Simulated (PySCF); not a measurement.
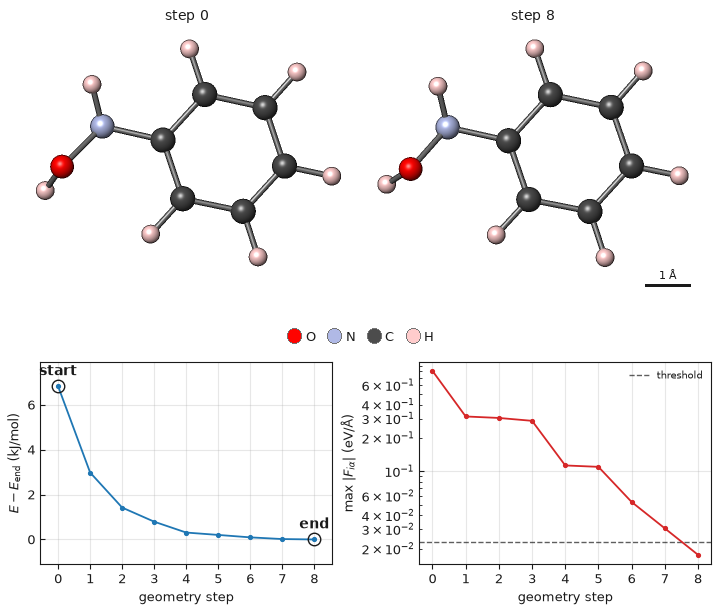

First and last geometry of a relaxation of C6H7NO, with the history of the run. Style: ball-and-stick. Shown face on.

The start comes from GFN2-xTB.

Computed with PBE0-D3(BJ)/def2-SVP geometry optimisation, gas phase (PySCF). 

What do the curves and the structures tell?

It converged. The energy falls by 6.83 kJ/mol in 8 geometry steps. The largest force component goes from 0.81 to 0.018 eV/Å. The atom that moves furthest after the best rigid fit is an H atom (0.17 Å). Largest moves by element: H 0.17 Å, O 0.08 Å, C 0.03 Å, N 0.03 Å. Among the contacts that change: N–O 1.416 → 1.388 Å, C–H 1.080 → 1.093 Å, C–C 1.380 → 1.390 Å, C–C 1.395 → 1.403 Å. Among the angles between lasting bonds that change: N–O–H 106.2° → 104.1°, O–N–C 116.7° → 114.6°. The run took of the order of 100 core-seconds on a shared host.
